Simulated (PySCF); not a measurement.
C4H7F, SMILES `C/C=C/CF`.

Method: M06-2X/def2-SVP; geometry: GFN2-xTB; program: PySCF. No frequency check shows the geometry to be a minimum.

The calculation's input:

```python
import numpy as np
from pyscf import gto, scf, dft
from pyscf.scf import atom_ks, atom_hf
from scipy.linalg import block_diag

def solve(mol, dm0=None, hcore=None):
    mf = (dft.UKS if mol.spin else dft.RKS)(mol, xc='m062x')
    mf.grids.level = 3
    mf = mf.density_fit(auxbasis='def2-universal-jkfit')
    mf.conv_tol, mf.max_cycle = 1e-8, 80
    if hcore is not None:
        mf.get_hcore = lambda *args: hcore
    mf.kernel(dm0)
    if not mf.converged:
        mf = mf.newton().run(mf.mo_coeff, mf.mo_occ, max_cycle=30)
    assert mf.converged, 'SCF not converged'
    return mf

mol = gto.M(atom='''
C      2.38109     0.12815    -0.00019
C      0.90089     0.29829     0.00112
C      0.03292    -0.69873    -0.00016
C     -1.45434    -0.54037     0.00065
F     -1.83884     0.77712    -0.00061
H      2.65510    -0.92389    -0.00165
H      2.81211     0.60734    -0.87978
H      2.81330     0.60508     0.87749
H      0.54303     1.31904     0.00307
H      0.35846    -1.73019    -0.00215
H     -1.89732    -0.99886     0.89402
H     -1.89853    -0.99657    -0.89402
''', basis='def2-svp', charge=0, spin=0, verbose=4)
mf = solve(mol)
out = dict(e0=mf.e_tot, dm0=mf.make_rdm1(), c=mf.mo_coeff, occ=mf.mo_occ, eps=mf.mo_energy)
for name, dq, spin in [('cation', 1, 1), ('anion', -1, 1)]:
    ion = mol.copy().set(charge=mol.charge + dq, spin=spin).build()
    mi = solve(ion)
    if spin and dq > 0 and mol.nao < 130:
        c, _, stable, _ = mi.stability(return_status=True)
        if not stable:
            mi = solve(ion, mi.make_rdm1(c, mi.mo_occ))
    print(name, 'vertical energy change / eV', (mi.e_tot - mf.e_tot) * 27.211386)
    out.update({'e_' + name: mi.e_tot, 'dm_' + name: mi.make_rdm1(), 's2_' + name: mi.spin_square()[0], 'eps_' + name: mi.mo_energy, 'occ_' + name: mi.mo_occ})
# spherically averaged free atoms, for the promolecule
atm = atom_ks.get_atm_nrks(mol, xc='m062x')
pro = block_diag(*[(atm[a[0]][2] * atm[a[0]][3]) @ atm[a[0]][2].T for a in mol._atom])
np.savez('result.npz', pro=pro, **out)
```

Launched as:

```sh
OMP_NUM_THREADS=1 python input.py
```

The run took 7.4 min on 1 thread of Arm Neoverse V1, on a shared host, peak memory 0.76 GiB.

Partitions, critical points and surface values were worked out afterwards from this run's density.

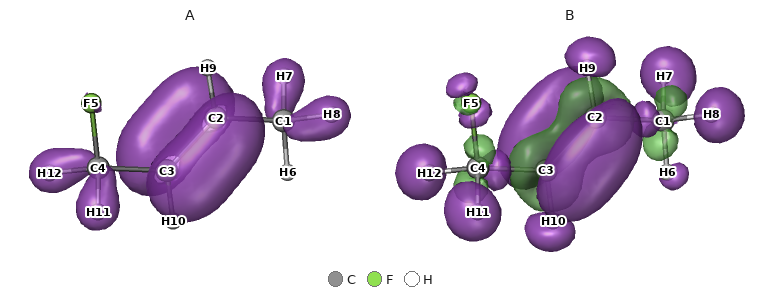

The Fukui function f⁻ from two separate SCF calculations and the density of the HOMO, at ±0.03 e/Å³ (purple positive, green negative).

Which panel is which, and how good is the frozen-orbital picture?

B is f⁻ (it has negative regions), A the HOMO density. The HOMO lies on C3 (35 %), C2 (33 %) and C1 and C4 (6 % each); f⁻ (Hirshfeld-condensed) is largest on C3 (0.22) and C2 (0.21); the vertical ionisation energy is 9.55 eV. Relaxation shifts 28 % of the electron between atoms. The orbital energy is −8.38 eV.
